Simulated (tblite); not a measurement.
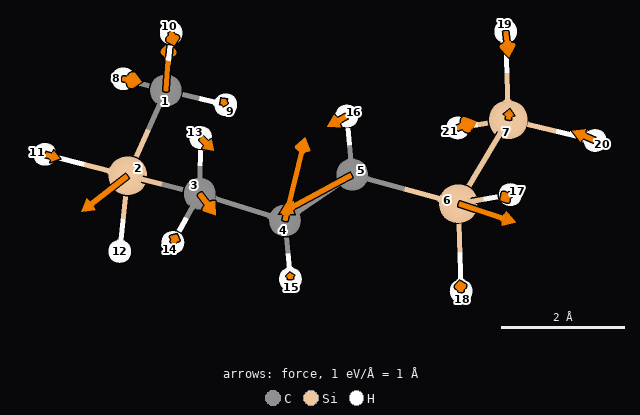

Starting geometry of C4H14Si3 with the computed forces as orange arrows. The picture is a ball-and-stick view, seen from a free direction.

Computed with GFN2-xTB geometry optimisation, gas phase in tblite 0.8.0. 

**What follows when this structure is relaxed?**

It isn't relaxed: the largest force vector, on C4, is 1.64 eV/Å. The final displacements have little in common with the starting forces (cosine between the two patterns 0.07). The energy falls by 3.76 kcal/mol in 137 geometry steps. The largest move after the best rigid fit is that of H8, 0.69 Å. Largest moves by element: H 0.69 Å, C 0.44 Å, Si 0.34 Å. Near-neighbour distances that change, for instance: C1–Si2 1.857 → 1.897 Å, C5–Si6 1.841 → 1.875 Å, Si7–H19 1.499 → 1.467 Å, C4–C5 1.352 → 1.329 Å. Among the angles between lasting bonds that change: Si2–C3–C4 114.3° → 110.1°, C4–C5–H16 121.2° → 117.5°, Si6–C5–H16 114.0° → 117.2°. Cost: 2.1 s on 1 thread of Arm Neoverse N1 (shared host).
